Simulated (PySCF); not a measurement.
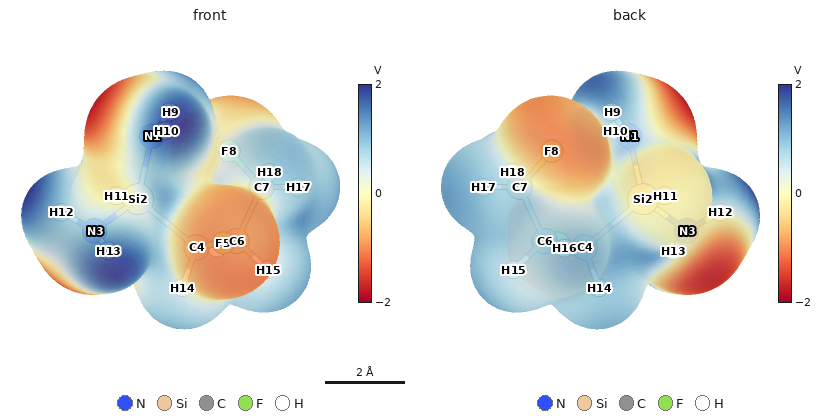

C3H10F2N2Si. The electrostatic potential painted on the density surface at 0.004 e/bohr³, seen from the front and from behind; red is negative and blue positive.

Geometry: GFN2-xTB.

These are results of PySCF, PBE0/pcSseg-1, SCF density, gas phase, non-relativistic, not measurements.

| atom | x (Å) | y (Å) | z (Å) |
| --- | --- | --- | --- |
| N | -1.5371 | 1.1131 | -0.9401 |
| Si | -1.1580 | -0.4682 | -0.3700 |
| N | -2.4318 | -1.1690 | 0.5508 |
| C | 0.3212 | -0.5828 | 0.8737 |
| F | 0.1615 | 0.4054 | 1.8547 |
| C | 1.7192 | -0.4345 | 0.2893 |
| C | 1.9291 | 0.8857 | -0.4367 |
| F | 1.3970 | 0.8438 | -1.7069 |
| H | -0.9593 | 1.5100 | -1.6635 |
| H | -1.7971 | 1.8261 | -0.2754 |
| H | -0.8750 | -1.3015 | -1.5316 |
| H | -3.3592 | -1.1625 | 0.1608 |
| H | -2.4741 | -0.9978 | 1.5422 |
| H | 0.2768 | -1.5282 | 1.4252 |
| H | 2.4573 | -0.4929 | 1.0938 |
| H | 1.8913 | -1.2573 | -0.4047 |
| H | 2.9937 | 1.1076 | -0.5610 |
| H | 1.4359 | 1.7093 | 0.0877 |

> Which sites attract a positive test charge, and which a negative one?

A positive charge is drawn to the negative regions and a negative charge to the positive ones. The most negative region (about −1.7 V) lies over N1 and N3, the most positive (about +1.9 V) over H10, H12 and H13.
